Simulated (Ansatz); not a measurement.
Consider Sb3Pt.

Input

```
crystal:
  lattice:
    - [7.985931323, 0.0, 0.0]
    - [-3.9929656615, 6.9160193986, 0.0]
    - [0.0, 0.0, 3.8155941127]
  atoms:
    - { symbol: Sb, position: [0.8086218659, 0.6172437319, 0.25] }
    - { symbol: Sb, position: [0.1913781341, 0.8086218659, 0.75] }
    - { symbol: Sb, position: [0.3827562681, 0.1913781341, 0.25] }
    - { symbol: Sb, position: [0.1913781341, 0.3827562681, 0.75] }
    - { symbol: Sb, position: [0.8086218659, 0.1913781341, 0.25] }
    - { symbol: Sb, position: [0.6172437319, 0.8086218659, 0.75] }
    - { symbol: Pt, position: [0.3333333333, 0.6666666667, 0.25] }
    - { symbol: Pt, position: [0.6666666667, 0.3333333333, 0.75] }
basis:
  ecutwfc: 420
kpoints:
  mp_grid: { grid: [6, 6, 10] }
hamiltonian:
  xc: pbe
scf:
  occupations: { method: gaussian, width: 0.1 }
output:
  forces: true
  stress: true
  eigenvalues: true
  write_density: true
  write_potential: true
  elf: true
  volumetric_format: npy
relax:
  adjacent_minimum: "off"
  f_tol: 0.01
  max_steps: 80
  cell: { stress_tol: 0.05 }
```

Run with:

```sh
ansatz run input.yaml --threads 1 --pin off --max-ram 2560MiB --backend cpu --events-out ev --progress --plain --runs-dir out
```

Below, planes, directions and counts refer to the conventional cell (a = 8.06 Å, b = 8.06 Å, c = 3.73 Å, α = 90.00°, β = 90.00°, γ = 120.00°).

The fields are those of the relaxed geometry.

Space group P6₃/mmc; started from the Ni3Sn (D0_19)_194 prototype, which need not be the ambient phase.

Level of theory: DFT PBE, scalar-relativistic, plane waves, PAW (Ansatz).

What will maps of the valence pseudo-density and electron localisation function show?

Answer. Sb–Pt (2.75 Å): the density is about 0.41 e/Å³ at the midpoint; the ELF is about 0.45 at the midpoint.

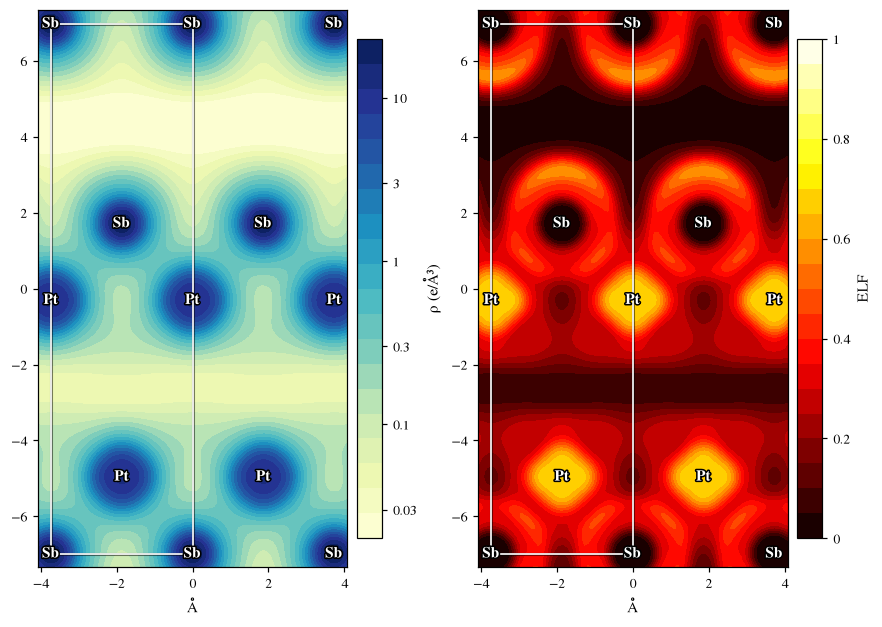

Computed valence pseudo-density and electron localisation function on the (110) plane of the conventional cell, in this order. 

The density is the valence pseudo-density of a PAW calculation; it isn't the true density close to the nuclei.
